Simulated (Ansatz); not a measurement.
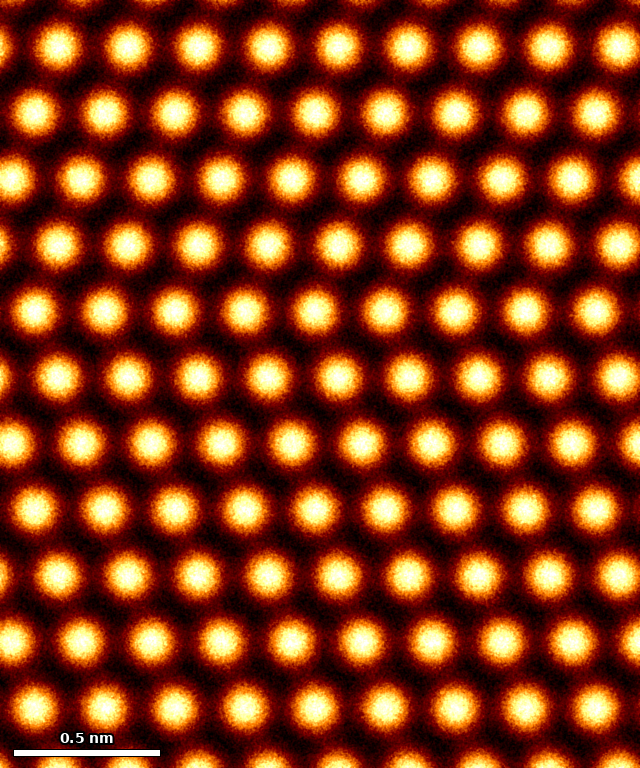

Integrated-DPC-like image of Ir (Fm-3m, No. 225) along [110]. Simulated as the projected potential of neutral atoms (B = 0.5 Å²) blurred by a 1.19 Å probe, the thin-sample limit of integrated differential phase contrast. Shot noise was added.

One planar defect was built into the perfect crystal by geometry alone, without relaxation. Host structure: the geometry given to an electronic-structure calculation, possibly off equilibrium.

**Find the planar defect and say what kind it is.**

A twin boundary runs horizontally about 11 Å below the top edge. The part above it is the mirror image of the part below, so slanted rows of columns change direction there; the row on the boundary belongs to both.
